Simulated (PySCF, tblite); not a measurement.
**C₂H₁₁NSi₃: geometry, infrared bands and NMR shifts**

Wanted: the infrared bands and NMR shifts of C₂H₁₁NSi₃ (`C[C@H]1[SiH2][Si@@H](N)[SiH2]1`), by calculation.

Programs: tblite 0.8.0 and PySCF 2.14.0, with density-fitted response routines of our own. Each step states its level of theory. These are calculated values for one molecule in the gas phase, unless marked as measured. Atoms count from 0, in the outputs and in this text.

## Step 1: The molecule as given

17 atoms, charge 0, multiplicity 1; geometry from: force field or distance geometry start.

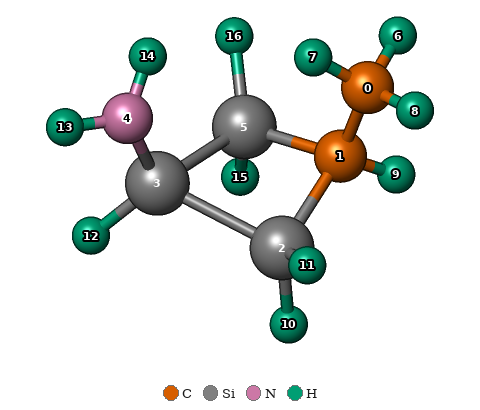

The starting geometry (carbon orange, silicon grey, nitrogen pink, hydrogen teal), atoms numbered; sticks join atoms by distance.

## Step 2: Relaxing the molecule with GFN2-xTB

What the job is given:

```
{"job": {"kind": "relax", "xc": "GFN2-xTB", "basis": "xTB"}, "charge": 0, "multiplicity": 1}
C     -1.564100    -0.890500     0.864200
C     -1.288600     0.434600     0.181900
Si     0.191700     1.365800     0.858900
Si     1.562600     0.352600    -0.561800
N      2.251600    -1.160800     0.064100
Si    -0.452800     0.253300    -1.470700
H     -2.428900    -1.356500     0.317300
H     -0.724800    -1.610200     0.772900
H     -1.841300    -0.780500     1.937600
H     -2.230200     1.022500     0.149200
H      0.072200     2.810000     0.555100
H      0.442600     1.118100     2.274000
H      2.478200     1.224300    -1.256100
H      3.277800    -1.253000    -0.065600
H      1.701400    -2.004100    -0.124400
H     -0.675900     1.447700    -2.305200
H     -0.778600    -0.961300    -2.201500
```

On the command line:

```bash
> OMP_NUM_THREADS=1 python probes_run.py task.json out
```

The driver reads the jobs from task.json and runs them one after another.

Log:

```text
step      E/eV     max force
  0    -487.60717    2.958
  1    -487.91018    0.938
  2    -488.01030    0.929
  3    -488.11058    0.933
  4    -488.19759    0.768
  5    -488.24478    0.435
  6    -488.27409    0.382
  7    -488.30684    0.533
  8    -488.34523    0.700
  9    -488.38545    0.575
 10    -488.41122    0.301
 11    -488.42075    0.196
 12    -488.42588    0.167
 13    -488.43213    0.178
 14    -488.43667    0.173
 15    -488.43997    0.128
 16    -488.44318    0.169
 17    -488.44713    0.201
 18    -488.45067    0.151
 19    -488.45292    0.089
 20    -488.45428    0.068
 21    -488.45568    0.109
 22    -488.45780    0.162
 23    -488.46076    0.202
 24    -488.46408    0.208
 25    -488.46685    0.137
 26    -488.46902    0.120
 27    -488.47099    0.123
 28    -488.47314    0.149
 29    -488.47571    0.155
 30    -488.47844    0.119
 31    -488.48109    0.135
 32    -488.48424    0.164
 33    -488.48854    0.219
 34    -488.49343    0.232
 35    -488.48804    0.753
 36    -488.50035    0.159
 37    -488.50256    0.133
 38    -488.50821    0.121
 39    -488.51058    0.126
 40    -488.51433    0.122
 41    -488.51577    0.101
 42    -488.51745    0.106
 43    -488.51864    0.106
 44    -488.51976    0.073
 45    -488.52057    0.095
 46    -488.52138    0.079
 47    -488.52226    0.092
 48    -488.52325    0.081
 49    -488.52428    0.068
 50    -488.52529    0.077
 51    -488.52619    0.070
 52    -488.52691    0.074
 53    -488.52743    0.056
 54    -488.52785    0.049
 55    -488.52830    0.057
 56    -488.52887    0.058
 57    -488.52955    0.061
 58    -488.53023    0.075
 59    -488.53087    0.069
 60    -488.53155    0.063
 61    -488.53230    0.059
 62    -488.53312    0.084
 63    -488.53396    0.099
 64    -488.53492    0.092
 65    -488.53598    0.072
 66    -488.53695    0.053
 67    -488.53758    0.053
 68    -488.53798    0.051
 69    -488.53838    0.050
 70    -488.53893    0.053
 71    -488.53959    0.064
 72    -488.54020    0.062
 73    -488.54061    0.053
 74    -488.54094    0.045
 75    -488.54124    0.041
 76    -488.54155    0.036
 77    -488.54180    0.040
 78    -488.54206    0.040
 79    -488.54243    0.055
 80    -488.54293    0.052
 81    -488.54346    0.059
 82    -488.54395    0.061
 83    -488.54439    0.058
 84    -488.54477    0.054
 85    -488.54511    0.044
 86    -488.54540    0.050
 87    -488.54572    0.053
 88    -488.54622    0.065
 89    -488.54706    0.084
 90    -488.54818    0.081
 91    -488.54903    0.063
 92    -488.54958    0.060
 93    -488.55003    0.061
 94    -488.55068    0.079
 95    -488.55176    0.093
 96    -488.55314    0.080
 97    -488.55407    0.073
 98    -488.55468    0.078
 99    -488.55527    0.092
100    -488.55589    0.071
101    -488.55717    0.049
102    -488.55774    0.056
103    -488.55837    0.054
104    -488.55880    0.046
105    -488.55922    0.031
106    -488.55953    0.032
107    -488.55970    0.031
108    -488.55992    0.032
109    -488.56008    0.051
110    -488.56047    0.043
111    -488.56084    0.047
112    -488.56125    0.036
113    -488.56170    0.042
114    -488.56211    0.040
115    -488.56234    0.033
116    -488.56249    0.036
117    -488.56267    0.040
118    -488.56292    0.031
119    -488.56330    0.041
120    -488.56343    0.037
121    -488.56360    0.025
122    -488.56369    0.019
123    -488.56379    0.021
124    -488.56387    0.028
125    -488.56396    0.027
126    -488.56403    0.019
127    -488.56409    0.020
128    -488.56413    0.017
129    -488.56417    0.012
130    -488.56421    0.015
131    -488.56424    0.014
132    -488.56428    0.015
133    -488.56431    0.015
134    -488.56436    0.016
135    -488.56441    0.018
136    -488.56445    0.014
137    -488.56448    0.013
138    -488.56450    0.012
139    -488.56452    0.010
140    -488.56454    0.011
141    -488.56457    0.012
142    -488.56459    0.012
143    -488.56462    0.013
144    -488.56465    0.015
145    -488.56468    0.013
146    -488.56470    0.009
```

Wall time 2 s (1 thread of Arm Neoverse N1, shared host).

Relaxation path: (not every step is listed)

```csv
step,energy from step 0 (eV),largest force (eV/Å)
0,0.0000,2.9584
1,-0.3030,0.9379
2,-0.4031,0.9287
3,-0.5034,0.9329
4,-0.5904,0.7684
5,-0.6376,0.4346
6,-0.6669,0.3824
7,-0.6997,0.5334
8,-0.7381,0.7003
21,-0.8485,0.1089
34,-0.8863,0.2318
47,-0.9151,0.0921
60,-0.9244,0.0635
73,-0.9334,0.0527
86,-0.9382,0.0503
99,-0.9481,0.0917
112,-0.9541,0.0364
125,-0.9568,0.0273
138,-0.9573,0.0124
141,-0.9574,0.0122
142,-0.9574,0.0121
143,-0.9574,0.0130
144,-0.9575,0.0148
145,-0.9575,0.0132
146,-0.9575,0.0095
```

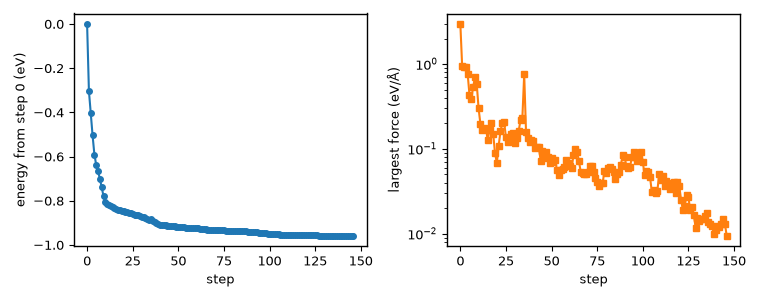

Energy and largest force along the relaxation.

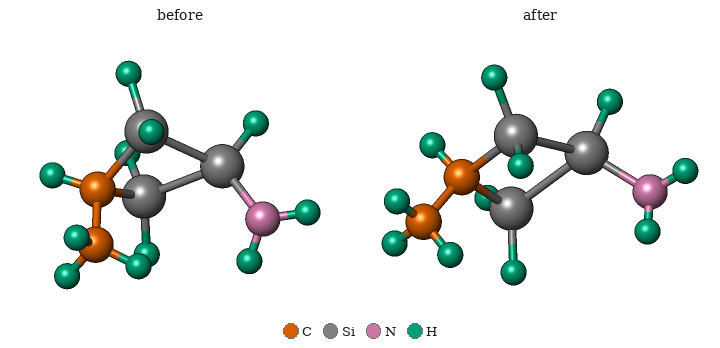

The geometry before (left) and after (right).

Distances of close pairs at the start and the end, largest changes first:

```csv
bond,before (Å),after (Å),change (Å)
Si2–Si3,2.219,2.350,+0.131
Si3–Si5,2.213,2.334,+0.121
C1–Si5,1.861,1.943,+0.083
C1–Si2,1.875,1.944,+0.068
Si3–N4,1.777,1.733,-0.043
C0–H6,1.124,1.090,-0.034
N4–H13,1.038,1.007,-0.031
Si3–H12,1.442,1.472,+0.030
```

The end geometry stands in the next job.

## Step 3: Vibrational analysis with GFN2-xTB

What the job is given:

```
{"job": {"kind": "ir", "xc": "GFN2-xTB", "basis": "xTB"}, "charge": 0, "multiplicity": 1}
C     -2.202515    -0.402662     0.822363
C     -1.174925     0.483076     0.126793
Si     0.374445     0.943533     1.206366
Si     1.680511     0.423962    -0.677202
N      2.893818    -0.813706    -0.696417
Si    -0.394673    -0.277705    -1.482357
H     -3.038710    -0.629612     0.161221
H     -1.752939    -1.345779     1.128468
H     -2.602017     0.081925     1.713005
H     -1.691269     1.410325    -0.147279
H      0.260116     2.298201     1.768465
H      0.439978     0.069141     2.390712
H      2.414576     1.534497    -1.306360
H      3.828972    -0.589791    -0.396168
H      2.652726    -1.737790    -0.377087
H     -0.999359     0.281222    -2.700004
H     -0.695734    -1.716807    -1.544428
```

Log:

```text
mode    cm-1     km/mol
  1      31.6      0.44
  2     127.6      1.27
  3     136.9      6.54
  4     210.7     27.77
  5     216.9      0.84
  6     240.1      1.93
  7     267.8      1.33
  8     285.8      5.14
  9     318.6      7.20
 10     385.6     14.01
 11     391.6     18.97
 12     420.8      5.70
 13     470.5    176.75
 14     508.2     63.80
 15     511.6      7.16
 16     521.2    138.01
 17     594.8     69.92
 18     598.9     95.13
 19     662.5    234.67
 20     695.8     42.77
 21     698.0    406.71
 22     810.1    249.63
 23     815.6    333.05
 24     825.8      5.71
 25     876.2    115.40
 26     983.4      5.77
 27    1028.6      6.56
 28    1095.2     30.20
 29    1130.8     10.25
 30    1280.3      0.66
 31    1419.1      0.63
 32    1517.7      0.47
 33    1519.3      2.11
 34    1533.6     41.58
 35    2128.3    123.08
 36    2144.4    249.43
 37    2163.5    891.73
 38    2172.7    367.26
 39    2183.8    220.18
 40    2903.6     53.32
 41    2990.0     38.62
 42    2999.3     59.75
 43    3016.3     25.72
 44    3467.8      1.73
 45    3504.5      5.36
```

Wall time 1.2 s (1 thread of Arm Neoverse N1, shared host).

Which atoms move in the most intense modes:

```csv
cm⁻¹,km/mol,atoms
662,234.7,H12 73 %
698,406.7,"H10 17 %, H15 17 %, H11 14 %, H16 13 %"
810,249.6,"H15 26 %, H16 26 %, H13 17 %, H14 16 %"
816,333.1,"H11 33 %, H10 32 %"
2144,249.4,"H11 61 %, H10 12 %, H16 11 %"
2164,891.7,"H16 60 %, H15 18 %, H11 10 %"
2173,367.3,"H10 81 %, H11 13 %"
2184,220.2,"H15 75 %, H16 21 %"
```

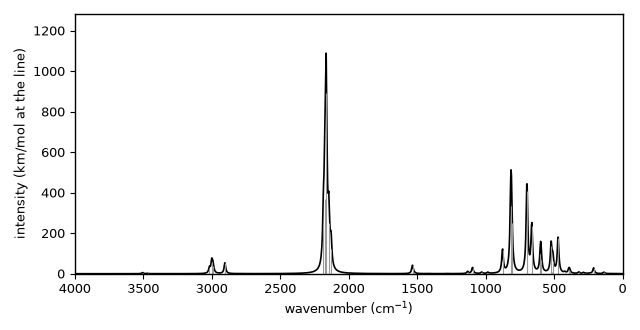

The infrared spectrum from these modes, unscaled. Lines are broadened to a width of 14 cm⁻¹ (Lorentzian).

## Step 4: Shielding tensors: PBE0/pcSseg-1

The job, as its differences from that of step 3:

```diff
@@ -1,2 +1,2 @@
-{"job": {"kind": "ir", "xc": "GFN2-xTB", "basis": "xTB"}, "charge": 0, "multiplicity": 1}
+{"job": {"kind": "nmr", "xc": "PBE0", "basis": "pcSseg-1"}, "charge": 0, "multiplicity": 1}
 C     -2.202515    -0.402662     0.822363
```

Method: GIAO PBE0/pcSseg-1 NMR shielding, non-relativistic, gas phase.

Log:

```text
coarse grid: 14928 points
cycle   1  E = -1005.3928297428  dE =  3.143e-01  |g| = 5.262e-01  |ddm| = 3.710e+00
cycle   2  E = -1005.3304319380  dE =  6.240e-02  |g| = 7.272e-01  |ddm| = 1.162e+00
cycle   3  E = -1005.4582854418  dE = -1.279e-01  |g| = 4.838e-02  |ddm| = 7.666e-01
cycle   4  E = -1005.4588188366  dE = -5.334e-04  |g| = 1.834e-02  |ddm| = 7.895e-02
cycle   5  E = -1005.4588970969  dE = -7.826e-05  |g| = 6.244e-03  |ddm| = 2.398e-02
cycle   6  E = -1005.4589059526  dE = -8.856e-06  |g| = 1.777e-03  |ddm| = 7.311e-03
final grid: 128280 points
cycle   7  E = -1005.4887028093  dE = -1.908e-05  |g| = 7.807e-03  |ddm| = 2.148e-02
cycle   8  E = -1005.4886872579  dE =  1.555e-05  |g| = 1.095e-02  |ddm| = 1.771e-02
cycle   9  E = -1005.4887180119  dE = -3.075e-05  |g| = 5.891e-04  |ddm| = 1.071e-02
cycle  10  E = -1005.4887180800  dE = -6.816e-08  |g| = 1.915e-04  |ddm| = 6.498e-04
cycle  11  E = -1005.4887180886  dE = -8.545e-09  |g| = 4.367e-05  |ddm| = 1.899e-04
cycle  12  E = -1005.4887180889  dE = -3.326e-10  |g| = 2.063e-05  |ddm| = 7.034e-05
converged SCF energy = -1005.4887180889

GIAO shielding tensors (ppm)
atom      isotropic    diamagn.    paramagn.     s11        s22        s33       span
  0 C      164.988     243.612     -78.625    149.411    162.546    183.006     33.595
  1 C      184.578     257.745     -73.168    171.876    180.682    201.175     29.298
  2 Si     391.988     881.935    -489.947    328.161    362.791    485.013    156.852
  3 Si     369.438     879.541    -510.103    281.956    391.071    435.286    153.330
  4 N      258.137     316.031     -57.894    228.470    243.171    302.772     74.302
  5 Si     388.400     881.588    -493.188    325.494    357.783    481.922    156.428
  6 H       30.211      28.840       1.371     24.991     27.964     37.678     12.688
  7 H       30.332      30.268       0.063     26.572     29.003     35.420      8.848
  8 H       30.218      28.852       1.366     25.006     27.941     37.707     12.701
  9 H       30.665      32.766      -2.102     27.048     28.489     36.458      9.410
 10 H       27.132      30.482      -3.349     23.734     25.277     32.385      8.650
 11 H       27.465      30.909      -3.444     24.687     26.173     31.535      6.848
 12 H       25.934      29.699      -3.765     22.514     25.481     29.807      7.293
 13 H       31.596      28.803       2.793     23.680     27.226     43.881     20.200
 14 H       31.834      32.041      -0.207     23.768     30.148     41.586     17.817
 15 H       26.950      30.070      -3.120     23.534     25.047     32.270      8.736
 16 H       27.244      30.627      -3.383     24.591     25.987     31.153      6.562
```

Run time: 62 s. Hardware: 1 thread of Arm Neoverse N1, shared host; peak memory 0.82 GiB.

Shifts follow as δ = σ(reference) − σ, with reference shieldings (ppm) from runs at the same level and on the same kind of geometry: ¹H TMS 31.72, ¹³C TMS 186.9, ²⁹Si TMS 349.2, ¹⁵N NH3 267.7. The references are single molecules in the gas phase, so shifts against H2O, NH3, PH3, H3PO4 or CFCl3 are not on the usual liquid scales and can be off by tens of ppm. Atoms listed in one row are averaged.

```csv
atoms,environment,σ (ppm),δ (ppm),δ scaled to CDCl3
C0,methyl carbon,165.0,21.9,19.5
C1,sp3 CH bonded to 2 Si,184.6,2.3,0.4
H12,"hydrogen on a silicon bonded to N, 2 Si, in a 4-membered ring",25.93,5.78,–
"H10, H15","hydrogen on a silicon bonded to C, Si, in a 4-membered ring",27.04,4.68,–
"H11, H16","hydrogen on a silicon bonded to C, Si, in a 4-membered ring",27.35,4.36,–
"H6, H7, H8",hydrogen on a methyl carbon,30.25,1.46,1.49
H9,hydrogen on an sp3 CH bonded to 2 Si,30.66,1.05,1.10
"H13, H14",hydrogen on a nitrogen bonded to Si,31.71,0.00,–
Si3,"silicon bonded to N, 2 Si, H, in a 4-membered ring",369.4,-20.3,–
"Si2, Si5","silicon bonded to C, Si, 2 H, in a 4-membered ring",390.2,-41.0,–
N4,"nitrogen bonded to Si, 2 H",258.1,9.6,–
```

The scaled column applies a straight-line fit of computed shieldings to shifts measured in CDCl3 (root-mean-square error 0.16 ppm for H, 1.9 ppm for C).

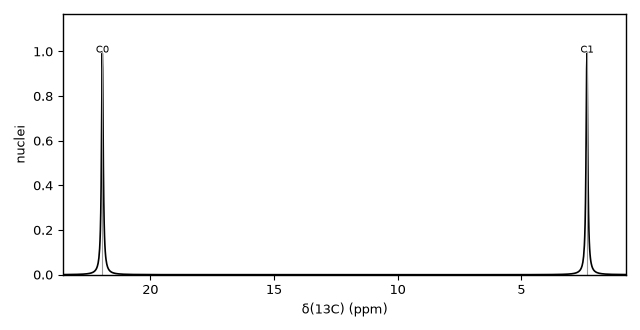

¹³C lines at the computed shifts, without couplings. Lines are broadened to a width of 0.08 ppm (Lorentzian).

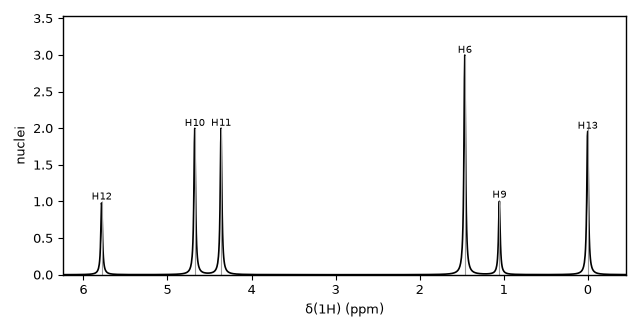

¹H lines at the computed shifts, without couplings. Lines are broadened to a width of 0.02 ppm (Lorentzian).

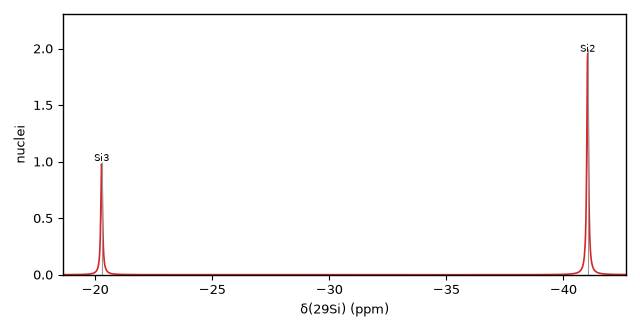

²⁹Si lines at the computed shifts, without couplings. Lines are broadened to a width of 0.08 ppm (Lorentzian).

Charges from the same density, by scheme (e):

```csv
atoms,Mulliken,IAO,Hirshfeld,ESP fit
C0,-0.21,-0.40,-0.12,-0.42
C1,-0.87,-0.62,-0.19,0.10
"Si2, Si5",0.39,0.39,0.22,0.07
Si3,0.27,0.49,0.22,0.33
N4,-0.61,-0.82,-0.32,-0.93
```

ESP fit charges:

C0 -0.42; C1 0.10; Si2 0.01; Si3 0.33; N4 -0.93; Si5 0.13; H6 0.10; H7 0.09; H8 0.11; H9 0.02; H10 -0.06; H11 -0.04; H12 -0.07; H13 0.38; H14 0.35; H15 -0.08; H16 -0.04

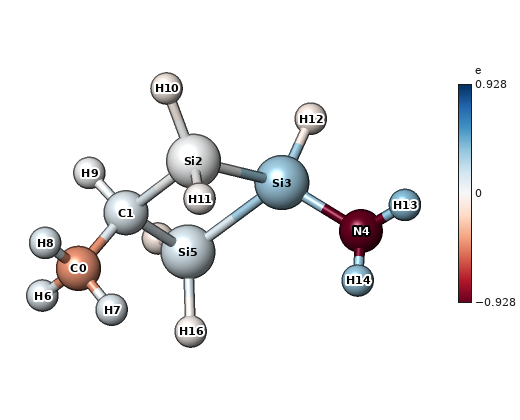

ESP fit charges, as colours on the atoms.

Mayer bond orders: C0–C1 1.03, C1–Si2 0.86, Si2–Si3 0.81, Si3–N4 1.02, Si3–Si5 0.87, Si5–C1 0.86.

Ring of atoms C1, Si2, Si3, Si5: NICS(0) 0.5, NICS(1) -1.2, NICS(1)zz 4.3 ppm (means of both faces; NICS(1) differs between them: -2.4 and -0.1).

The fields below are evaluated on a grid from the run's orbitals.

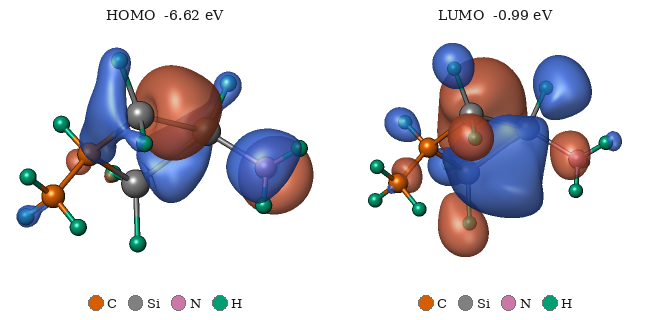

PBE0/pcSseg-1 orbitals near the gap, drawn at the value that encloses 70 % of each; the two colours are the two signs.

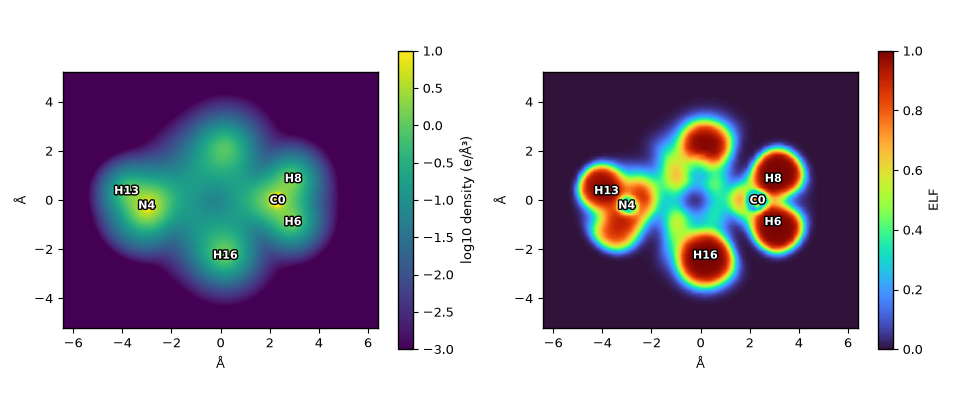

Density (left) and ELF (right) in a plane through or near 6 of the atoms.

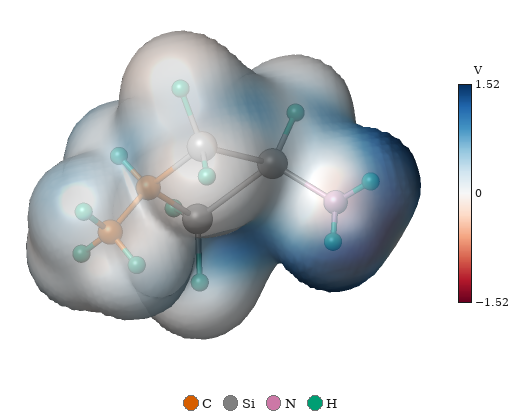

Electrostatic potential on the surface of density 0.002 e/bohr³; red is low, blue high. It runs from -1.15 V near N4 to 1.52 V near H13.

## Step 5: Summary of results

```
                                                                quantity                                   value
                               strongest single infrared mode (GFN2-xTB)                   2164 cm⁻¹, 892 km/mol
                                            zero-point energy (GFN2-xTB)                           75.5 kcal/mol
                                  ¹³C shifts against TMS (PBE0/pcSseg-1)                           21.9, 2.3 ppm
  ¹H shifts against TMS (PBE0/pcSseg-1, means over atoms taken as alike)  5.78, 4.68, 4.36, 1.46, 1.05, 0.00 ppm
²⁹Si shifts against TMS (PBE0/pcSseg-1, means over atoms taken as alike)                        -20.3, -41.0 ppm
                                  ¹⁵N shifts against NH3 (PBE0/pcSseg-1)                                 9.6 ppm
                                   surface potential, least and greatest                      -1.15 V and 1.52 V
```

**Reading.** Over 146 steps the energy fell by 0.958 eV; of the close pairs, Si2–Si3 changed most, 2.219 to 2.350 Å. No mode is imaginary among the 45: a minimum at this level. The strongest single mode, at 2164 cm⁻¹, moves mainly H16. GFN2-xTB is a fitted tight-binding method: band positions and strengths are rough. Its intensities can rank the bands wrongly. At PBE0/pcSseg-1, counted by nearest atom on the grid, the HOMO lies on N4 30 %; Si2 20 %, the LUMO on Si3 22 %; H12 12 %.
